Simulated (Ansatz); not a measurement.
**CaTiO3, pressure series**

Take CaTiO3 in the cubic perovskite structure (space group Pm-3m, No. 221; a = 3.841 Å; a model cell) as the base.

Cell and atoms are relaxed at each pressure.

Computed with Ansatz (a program for electronic structure), PBEsol, PAW, cutoff 420 eV, no spin-orbit coupling, earlier PAW set.

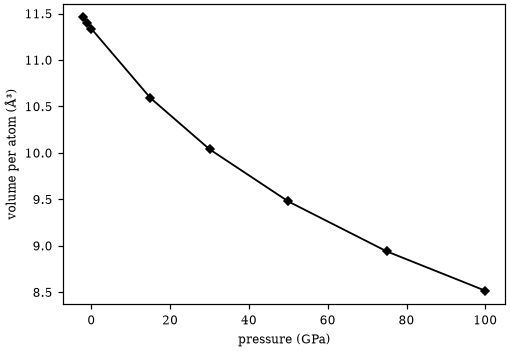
*Volume per atom against pressure*

```json
[
 {"pressure (GPa)": "-2", "volume per atom": "11.46 Å³"},
 {"pressure (GPa)": "-1", "volume per atom": "11.40 Å³"},
 {"pressure (GPa)": "15", "volume per atom": "10.59 Å³"},
 {"pressure (GPa)": "30", "volume per atom": "10.04 Å³"},
 {"pressure (GPa)": "50", "volume per atom": "9.48 Å³"},
 {"pressure (GPa)": "75", "volume per atom": "8.94 Å³"},
 {"pressure (GPa)": "100", "volume per atom": "8.52 Å³"}
]
```

Load acts through the strain it causes; cell and atoms are relaxed under it. No phonon test of stability was made. Competing high-pressure phases were not computed. All final runs are without spin polarisation. Many cubic perovskites are stable only at high temperature; tilts and polar distortions were not tested.
